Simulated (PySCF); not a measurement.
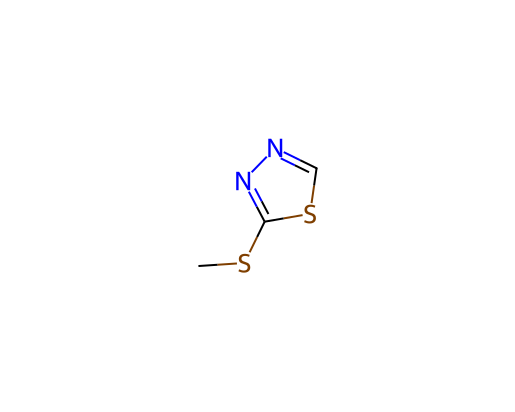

The computed structure is the end point of a GFN2-xTB optimisation. No frequency run is at hand to confirm it as a minimum. Method: B3LYP/def2-SVPD, gas phase (PySCF 2.14.0). Excitations: vertical, linear response.

Computed properties:

The species is C₃H₄N₂S₂ (`CSc1nncs1`).
- dipole moment: 1.61 D
- HOMO energy (Kohn–Sham orbital): −6.64 eV
- LUMO energy (Kohn–Sham orbital): −1.44 eV
- HOMO–LUMO gap: 5.20 eV
- mean static polarisability: 88.8 bohr³
- lowest vertical singlet excitation: 4.62 eV
- its oscillator strength: 0.000
- brightest of the 8 lowest singlets: 4.68 eV
- its oscillator strength: 0.17
